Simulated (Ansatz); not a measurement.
## Electronic structure of C8H14Si (SMILES C[Si](C)(C)C1C=CC=C1) in real space

```xyz
23

C     0.1480   -1.3858   -2.0146
Si   -0.1420   -0.8314   -0.2479
C     1.4165   -1.0291    0.7604
C    -1.5336   -1.8435    0.4948
C    -0.6991    1.0086   -0.2861
C     0.4328    1.8108   -0.7910
C     0.9361    2.5477    0.2258
C     0.1337    2.3299    1.4066
C    -0.8591    1.4598    1.1104
H     0.9759   -0.8393   -2.4727
H    -0.7408   -1.2327   -2.6326
H     0.3943   -2.4509   -2.0466
H     1.2690   -0.6916    1.7881
H     1.7110   -2.0821    0.7870
H     2.2414   -0.4564    0.3325
H    -1.2935   -2.9099    0.4586
H    -1.7058   -1.5767    1.5403
H    -2.4700   -1.6964   -0.0501
H    -1.6050    1.0084   -0.9016
H     0.8100    1.7659   -1.8035
H     1.8023    3.1944    0.1744
H     0.3098    2.7893    2.3704
H    -1.6272    1.1038    1.7831
```

Geometry: PBE0-D4/def2-TZVP.

The calculation used Ansatz 0.2.0, RKS PBE0-D4/def2-TZVPP.

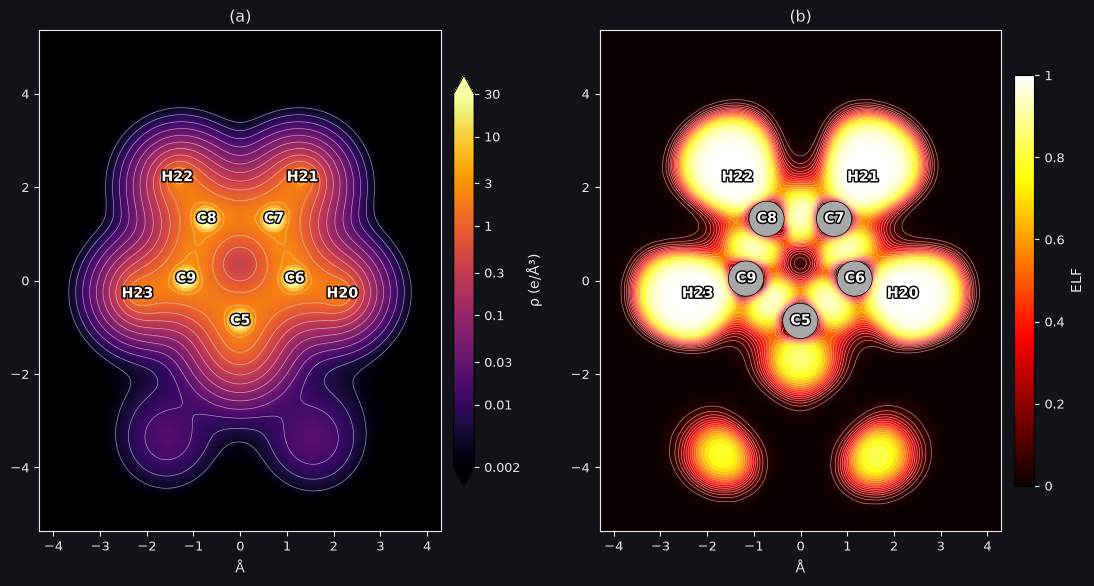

Figure 1. (a) electron density; (b) ELF on the plane of atoms C8, C9 and H23. Grey discs cover the atomic cores in the ELF map.

Question: What does the map show?

Answer:
- The section cuts through C and H sites.
- C–C (1.35 Å): ρ is about 2.3 e/Å³ halfway; the ELF peaks at about 0.95 between the atoms: a covalent bond.
- C–H (1.08 Å): the density is about 2 e/Å³ at the midpoint; the ELF climbs to about 1 towards the hydrogen, as it does in any bond to H (an ordinary covalent bond to hydrogen).
- C–C (1.44 Å): ρ at the midpoint is about 1.9 e/Å³; the ELF peaks at about 0.95 between the atoms: a covalent bond.

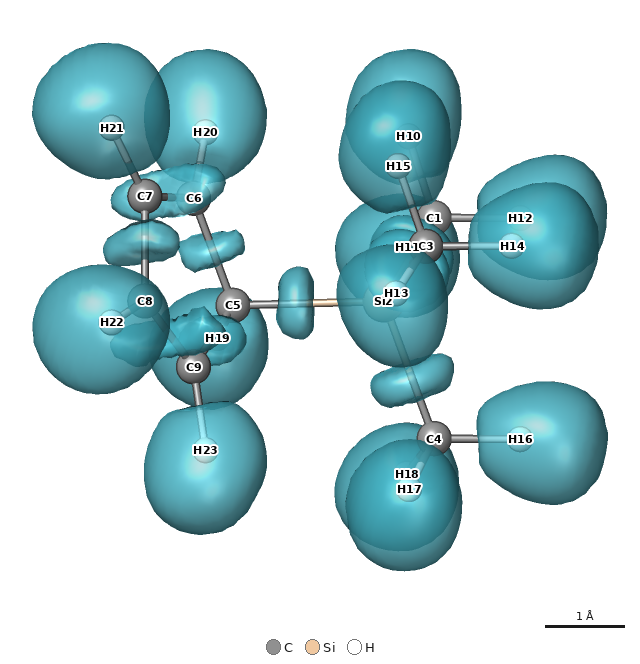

Figure 2. Isosurface of the electron localisation function at 0.85 (cyan), seen at a tilt. Core shells and regions of very low density are left out.

Question: Identify the bonds, lone pairs and shells in this picture.

Answer: The surface consists of five regions between bonded C–C atoms (shared pairs), four regions between bonded C–Si atoms (shared pairs) and 14 regions around hydrogen nuclei. Profiles from the grid: C–Si (1.87 Å): the ELF peaks at about 0.95 between the atoms: a shared electron pair.

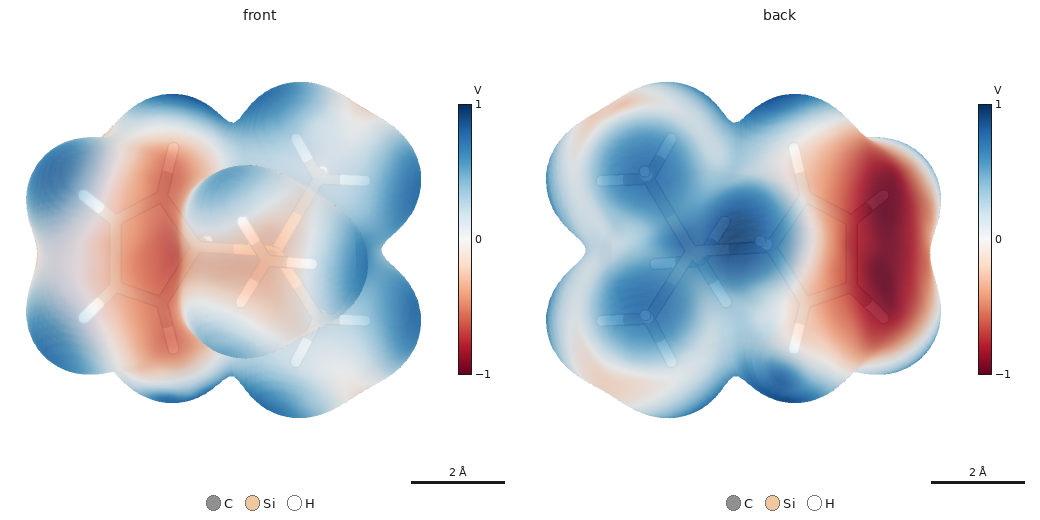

Figure 3. The molecular electrostatic potential painted on the density surface at 0.002 e/bohr³, seen from the front and from behind; the colour scale runs from red (negative) to blue (positive).

Question: Which sites attract a positive test charge, and which a negative one?

Answer: A positive charge is drawn to the negative regions and a negative charge to the positive ones. The most negative region (about −1.0 V, or −23 kcal/mol for a unit charge) lies over the π face of C6, C7, C8 and C9, the most positive (about +0.9 V, or +21 kcal/mol for a unit charge) over H19 and H23.

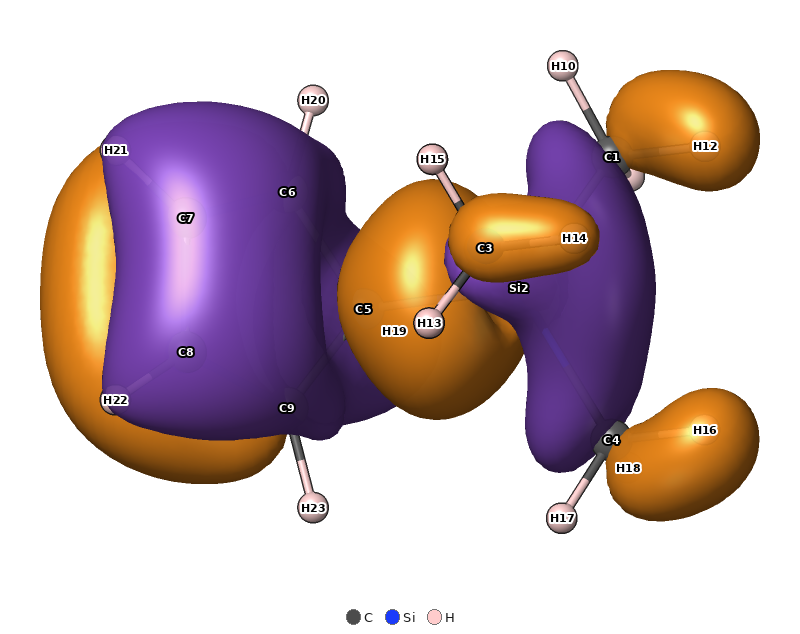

Figure 4. The HOMO−1 at ±0.06 Å⁻³ᐟ² (orange and purple are the two phases), seen at a tilt.

Question: What is the character of this orbital?

Answer: It lies mainly on C5 (about 20 %), C8 (about 20 %), C7 (about 20 %) and Si2 (about 15 %). Its energy is −7.50 eV.
